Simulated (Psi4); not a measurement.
# wB97M-V/aug-pcseg-1 (sweep point 2) run of GaH2F (SMILES [H][Ga]([H])[F])

Aim: the energy change on altering one bond length of GaH2F at wB97M-V/aug-pcseg-1 (sweep point 2), from 2 runs. 

The results are computed with Psi4 1.11.

## 1. The molecule

GaH2F has 4 atoms, charge 0, and is taken as a singlet. SMILES: `[H][Ga]([H])[F]`. Geometry: a GFN2-xTB relaxation, a rough one for these elements and not checked as a minimum.

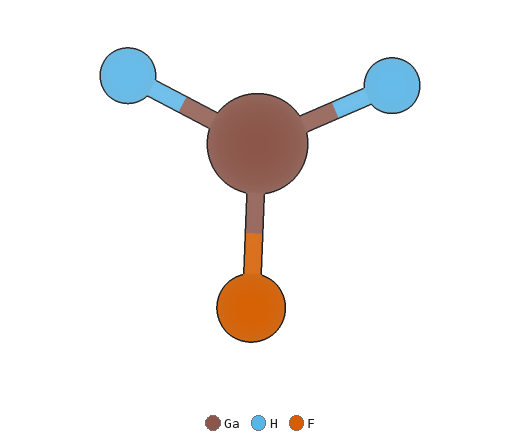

Viewed from a chosen angle; gallium brown, hydrogen blue, fluorine orange.

## 2. The energy at wB97M-V/aug-pcseg-1 (sweep point 2)

File job.inp:

```
memory 1.6 GB

molecule {
  0 1
  Ga     0.051230     0.085260     0.000790
  H      1.586900    -0.059960     0.013870
  H     -0.797470     1.373580    -0.018980
  F     -0.840670    -1.398880     0.004310
  symmetry c1
}

set basis aug-pcseg-1
set puream true
set scf_type pk
set dft_radial_points 99
set dft_spherical_points 590

e_tot, wfn = energy("wb97m-v", return_wfn=True)
```

The run is started by

```sh
$ psi4 -n 1 job.inp job.out
```

job.out:

```text
[...]
  Running in c1 symmetry.
[...]
  Nuclear repulsion =  110.158828852668748
[...]
  Multiplicity = 1
[...]
  Nalpha       = 21
  Nbeta        = 21
[...]
    Number of basis functions: 77
[...]
   @RKS iter   1: -2024.92973994711178   -3.53192e+00   1.38614e-02 ADIIS/DIIS
[...]
   @RKS iter   8: -2025.54360530040549   -3.19340e-08   2.79512e-07 DIIS
[...]
    Orbital Energies [Eh]
    ---------------------
    Doubly Occupied:
       1A   -373.049442     2A    -46.147556     3A    -40.818935
       4A    -40.814305     5A    -40.814070     6A    -24.854825
       7A     -5.687454     8A     -3.963047     9A     -3.953273
      10A     -3.950895    11A     -1.275169    12A     -0.990043
      13A     -0.987945    14A     -0.984907    15A     -0.982297
      16A     -0.977746    17A     -0.597933    18A     -0.509446
      19A     -0.502371    20A     -0.488934    21A     -0.411524
[...]
  @RKS Final Energy: -2025.54360530040549
   => Energetics <=
    Nuclear Repulsion Energy =            110.1588288526687478
    One-Electron Energy =               -3043.9638615737803775
    Two-Electron Energy =                 975.9521901835674953
    DFT Exchange-Correlation Energy =     -67.8673825803646196
    Empirical Dispersion Energy =           0.0000000000000000
    VV10 Nonlocal Energy =                  0.1766198175034775
    Total Energy =                      -2025.5436053004054884
[...]
 Multipole Moments:
 ------------------------------------------------------------------------------------
     Multipole            Electronic (a.u.)      Nuclear  (a.u.)        Total (a.u.)
 ------------------------------------------------------------------------------------
 L = 1.  Multiply by 2.5417464519 to convert [e a0] to [Debye]
 Dipole X            :         -0.0388615            0.4712635            0.4324021
 Dipole Y            :         -0.0646173            0.7841600            0.7195426
 Dipole Z            :          0.0059228           -0.0058401            0.0000827
 Magnitude           :                                                    0.8394720
[...]
```

It took 52 s on 1 thread of Intel Xeon Platinum 8259CL at 2.50GHz (Skylake/Cascade Lake), shared host; peak memory 0.9 GiB.

## 3. The distorted shape at the same level

File calc.in:

```
memory 1600 mb

molecule {
  0 1
  Ga    -0.716640     0.157873    -0.005750
  H      1.586900    -0.059960     0.013870
  H     -1.565340     1.446193    -0.025520
  F     -1.608540    -1.326267    -0.002230
  symmetry c1
}

set {
  reference rks
  puream true
  scf_type pk
  dft_radial_points 99
  dft_spherical_points 590
}

energy('wb97m-v/aug-pcseg-1')
print_variables()
```

The run is started by

```sh
$ psi4 calc.in calc.out -n 1
```

calc.out:

```text
[...]
  Running in c1 symmetry.
[...]
  Nuclear repulsion =  106.242857000380766
[...]
  Multiplicity = 1
[...]
  Nalpha       = 21
  Nbeta        = 21
[...]
    Number of basis functions: 77
[...]
   @RKS iter   1: -2024.72039373336679   -3.57709e+00   1.38356e-02 DIIS/ADIIS
[...]
   @RKS iter   8: -2025.47578628430324   -9.78030e-08   6.28837e-07 DIIS
[...]
    Orbital Energies [Eh]
    ---------------------
    Doubly Occupied:
       1A   -373.082513     2A    -46.178086     3A    -40.849193
       4A    -40.845785     5A    -40.844659     6A    -24.873576
       7A     -5.716498     8A     -3.991158     9A     -3.982088
      10A     -3.980837    11A     -1.292767    12A     -1.016802
      13A     -1.015190    14A     -1.013185    15A     -1.009352
      16A     -1.004626    17A     -0.602916    18A     -0.523417
      19A     -0.518702    20A     -0.489044    21A     -0.362516
[...]
  @RKS Final Energy: -2025.47578628430324
   => Energetics <=
    Nuclear Repulsion Energy =            106.2428570003807664
    One-Electron Energy =               -3035.1816718572772515
    Two-Electron Energy =                 971.0698359808920941
    DFT Exchange-Correlation Energy =     -67.7837127566158983
    Empirical Dispersion Energy =           0.0000000000000000
    VV10 Nonlocal Energy =                  0.1769053483169984
    Total Energy =                      -2025.4757862843032399
[...]
 Multipole Moments:
 ------------------------------------------------------------------------------------
     Multipole            Electronic (a.u.)      Nuclear  (a.u.)        Total (a.u.)
 ------------------------------------------------------------------------------------
 L = 1.  Multiply by 2.5417464519 to convert [e a0] to [Debye]
 Dipole X            :         -1.3982320            1.2394074           -0.1588246
 Dipole Y            :          0.0831694            0.7115211            0.7946904
 Dipole Z            :         -0.0063488            0.0007022           -0.0056466
 Magnitude           :                                                    0.8104258
[...]
```

Run time: 59 s. Hardware: 1 thread of Intel Xeon Platinum 8259CL at 2.50GHz (Skylake/Cascade Lake), shared host; peak memory 0.88 GiB.

## 4. Results

At wB97M-V/aug-pcseg-1 (sweep point 2):

```
                                                          quantity           value
                                         first shape: total energy  -2025.54361 Eh
                                        first shape: dipole moment          2.13 D
                                          first shape: HOMO energy       -11.20 eV
                                          first shape: LUMO energy        -0.21 eV
                                        first shape: HOMO–LUMO gap        10.99 eV
                                     distorted shape: total energy  -2025.47579 Eh
                                    distorted shape: dipole moment          2.06 D
                                      distorted shape: HOMO energy        -9.86 eV
                                      distorted shape: LUMO energy        -0.40 eV
                                    distorted shape: HOMO–LUMO gap         9.47 eV
energy change with the Ga1–H2 bond stretched from 1.543 to 2.314 Å        1.845 eV
```

With the Ga1–H2 bond stretched from 1.543 to 2.314 Å the energy rises by 1.85 eV (43 kcal/mol). The first shape isn't relaxed at this level, so the change isn't measured from a minimum.
